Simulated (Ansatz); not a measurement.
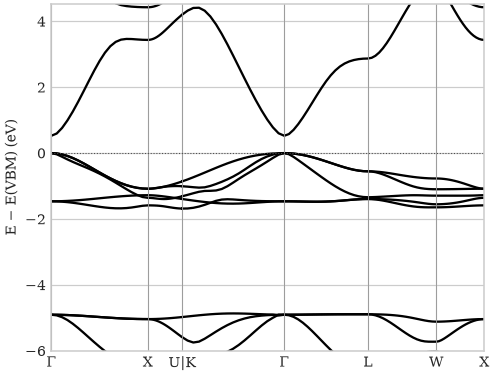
Fig. 1. Band structure from plane-wave PAW PBE (Ansatz code)

Read off the gap and where the band edges lie.

About 0.5 eV (0.53 eV by a search for the band edges); maximum at Γ, minimum at Γ.

The material is CuCl (zinc blende, space group No. 216).

Space group F-43m (zinc blende). The PBE relaxation kept the symmetry of its start; phonons on a q-mesh show no instability. No spin polarisation was allowed.

Potentials: the later of the program's two PAW sets.
